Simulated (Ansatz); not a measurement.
CH$_{10}$ClPSi$_{3}$ (SMILES [SiH3][Si]([SiH3])(P)CCl)

Input file:

```
crystal:
  periodic: [false, false, false]
  atoms:
    - { symbol: Si, position_ang: [-1.1499, -1.0514, -1.5914] }
    - { symbol: Si, position_ang: [-0.0089, -0.2252, 0.2303] }
    - { symbol: Si, position_ang: [1.0825, 1.6107, -0.5976] }
    - { symbol: P, position_ang: [1.3995, -1.7622, 1.028] }
    - { symbol: C, position_ang: [-1.2596, 0.2666, 1.4778] }
    - { symbol: Cl, position_ang: [-0.4755, 0.9782, 2.9076] }
    - { symbol: H, position_ang: [-0.2027, -1.4483, -2.6646] }
    - { symbol: H, position_ang: [-1.9575, -2.2303, -1.1846] }
    - { symbol: H, position_ang: [-2.0734, -0.0095, -2.1087] }
    - { symbol: H, position_ang: [1.9738, 1.2067, -1.7157] }
    - { symbol: H, position_ang: [0.0955, 2.5994, -1.1028] }
    - { symbol: H, position_ang: [1.9139, 2.2488, 0.4547] }
    - { symbol: H, position_ang: [2.0942, -0.9273, 1.9362] }
    - { symbol: H, position_ang: [2.377, -1.6825, 0.0075] }
    - { symbol: H, position_ang: [-1.8473, -0.5867, 1.8294] }
    - { symbol: H, position_ang: [-1.9615, 1.0131, 1.094] }
basis:
  gaussian:
    orbitals: def2-SVP
hamiltonian:
  xc:
    name: B97M-V
output:
  orbitals: {}
  forces: true
```

Command:

```sh
python run_energy.py
```

Not at a stationary point (largest force 1.2 eV/Å).

Theory: Ansatz 0.2.0, SCF B97M-V, Gaussian basis.

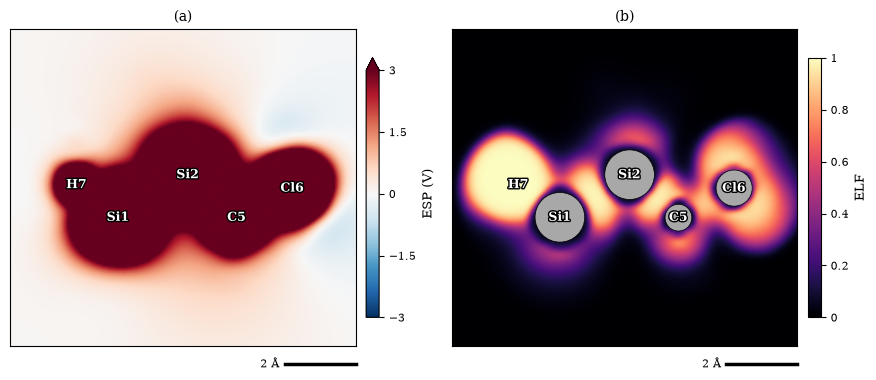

Figure 1. (a) molecular electrostatic potential; (b) electron localisation function on the plane of atoms Si1, Si2 and C5. Grey discs cover the atomic cores in the ELF map.

**What do the fields say about this system?**

- The section cuts through Si, C, Cl and H sites.
- C–Cl (1.78 Å): the ELF peaks at about 0.90 between the atoms, as expected for a shared electron pair.
- C–Si (1.83 Å): the ELF peaks at about 0.95 between the atoms; a shared electron pair.
- Si–Si (2.30 Å): the ELF peaks at about 1 between the atoms (a covalent bond).
- Si–H (1.49 Å): the ELF climbs to about 1 towards the hydrogen, as it does in any bond to H.
- The ELF also peaks beside Cl6, away from the bonds: lone-pair regions.
- Outside the dense part of the molecule the potential is most negative (−0.5 V) near Cl6.

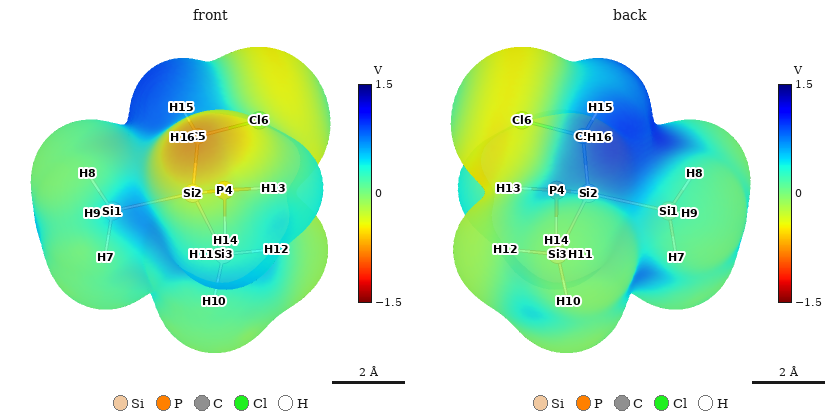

Figure 2. The electrostatic potential painted on the density surface at 0.001 e/bohr³, seen from the front and from behind; red is negative and blue positive.

**Where is the surface potential most negative and most positive?**

The most negative region (about −0.7 V) lies over P4, the most positive (about +1.0 V) over Si1, C5 and H16.

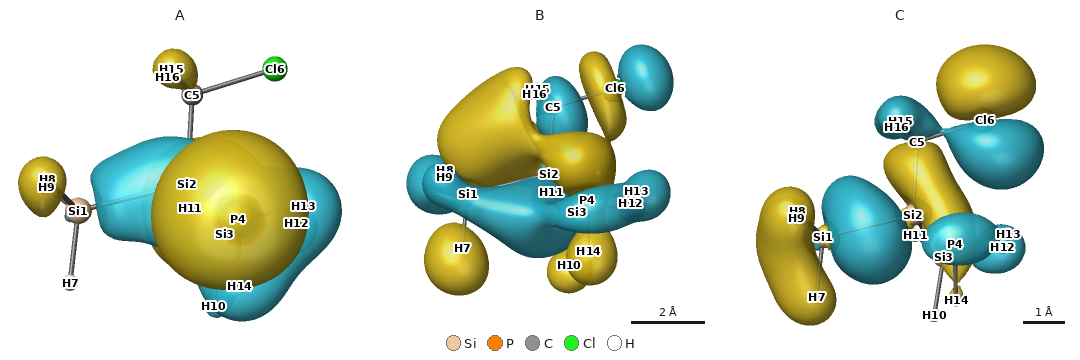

Figure 3. Three frontier orbitals at ±0.06 Å⁻³ᐟ² (yellow and cyan are the two phases), in no order.

**Which picture is the HOMO−1, the HOMO and the LUMO?**

C is the HOMO−1 (−7.13 eV). By Hirshfeld shares it lies mainly on Cl6 (about 40 %), Si1 (about 15 %), Si2 (about 15 %) and C5 (about 10 %). A is the HOMO (−6.43 eV). Its weight (Hirshfeld) is mainly on P4 (about 55 %), Si2 (about 15 %) and Si3 (about 15 %). B is the LUMO (−1.22 eV). It lies mainly on Si2 (about 20 %), Si1 (about 20 %), P4 (about 10 %), C5 (about 10 %), Cl6 (about 10 %) and Si3 (about 5 %).

**What is the HOMO–LUMO gap?**

5.21 eV between the orbital energies.
